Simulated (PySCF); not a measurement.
# C$_{3}$H$_{6}$N, doublet, SMILES `NC1[CH]C1`: electronic structure

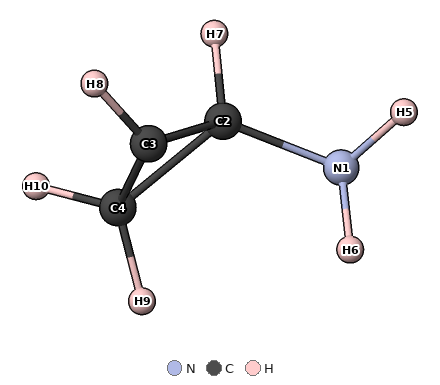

The molecule, with its atoms numbered as below. No frequency check shows the geometry to be a minimum.

Geometry (Å), atoms numbered from 1:

```
N1      -1.4967   -0.1496   -0.0772
C2      -0.1965    0.1898    0.4188
C3       0.9182    0.7148   -0.3921
C4       0.9810   -0.6877    0.0267
H5      -2.1083    0.6596   -0.0668
H6      -1.4385   -0.4977   -1.0277
H7      -0.2745    0.5440    1.4474
H8       1.6109    1.5059   -0.1855
H9       0.7565   -1.4538   -0.7049
H10      1.7152   -1.0123    0.7568
```

Part 1: Bonding charge

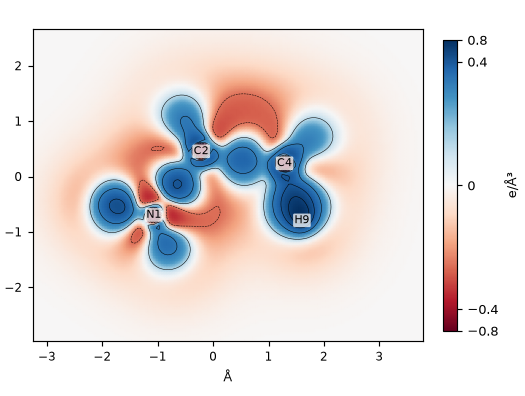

Deformation density (molecule less spherical, spin-averaged free atoms) in the plane of N1, C2, C4 and H9; colour scale in e/Å³, logarithmic beyond ±0.1; blue: gain, red: loss.

Level of theory: B3LYP/6-311G** (PySCF), at a geometry from GFN2-xTB. The stability of the open-shell solution wasn't checked. GFN2-xTB doesn't know the spin state, so this open-shell geometry is rough.

Question: Describe the bonding that the map shows.

Answer: C4–H9: +0.68 e/Å³ at the bond critical point (bond length 1.08 Å, Mayer order 1.0). N1–C2: +0.36 e/Å³ at the bond critical point (bond length 1.43 Å, Mayer order 1.1). C2–C4: +0.33 e/Å³ at the bond critical point (bond length 1.52 Å, Mayer order 0.9). In all, 2.1 electrons gather in the regions of gain relative to the promolecule.

Part 2: Electrostatic potential

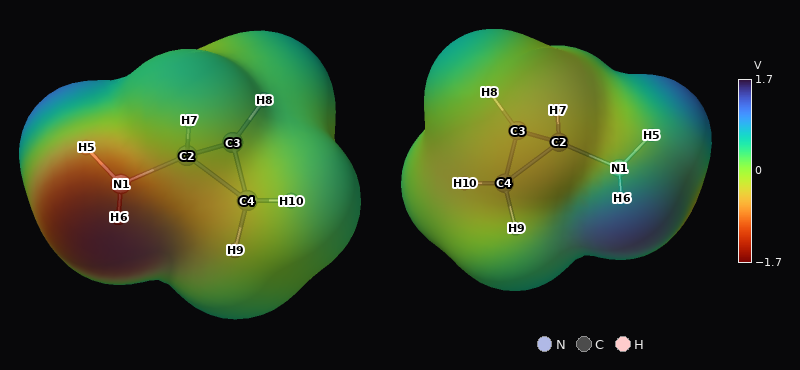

Electrostatic potential on the surface of electron density 0.001 a.u. (back view left, front view right).

Question: Where are the extremes of the potential on the surface?

Answer: Highest: 1.07 V, 1.3 Å from H6. Further maxima include 0.60 V, 1.4 Å from H8; 0.51 V, 1.4 Å from H10. Lowest: −1.64 V, 2.0 Å from N1. Further minima include −0.50 V, 2.0 Å from C3. The surface is sampled at points, so like sites can differ by a few per cent and only the strongest of them is named.

Question: What volume does the surface enclose, and what is the dipole moment?

Answer: About 91 Å³; the dipole moment is 0.8 D.

Part 3: Spin density

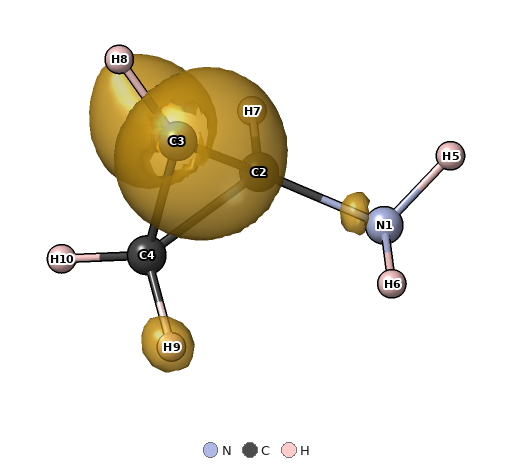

Spin density ρα − ρβ at ±0.05 e/Å³ (yellow: excess α, teal: excess β).

Question: Where is the unpaired spin?

Answer: Hirshfeld spin populations: C3 +0.72, C2 +0.06, C4 +0.06 and H8 +0.05. ⟨S²⟩ = 0.75, as for a pure state.

Part 4: Removing or adding an electron

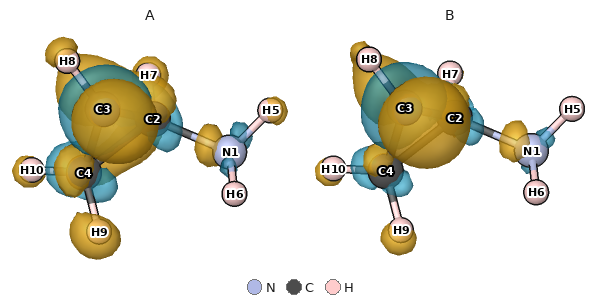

The two Fukui functions at ±0.05 e/Å³ (yellow positive, teal negative).

Computed with PySCF, CAM-B3LYP/def2-TZVP, geometry: GFN2-xTB. GFN2-xTB doesn't know the spin state, so this open-shell geometry is rough.

Question: Why do the two look alike?

Answer: The electron leaves from or enters the same singly occupied orbital. A is f⁻, B is f⁺. f⁻ (Hirshfeld-condensed) is largest on C3 (0.32); the vertical ionisation energy is 8.87 eV (to the singlet cation, which needn't be its lowest state). f⁺ (Hirshfeld-condensed) is largest on C3 (0.36); the vertical electron affinity is 0.02 eV (to the singlet anion, which needn't be its lowest state; the anion's highest orbital has positive energy, so this value and f⁺ depend on the basis).

The PySCF runs shown took 23 s and 74 s on 1 thread of Intel(R) Xeon(R) Platinum 8175M CPU @ 2.50GHz (Skylake/Cascade Lake) (shared host).
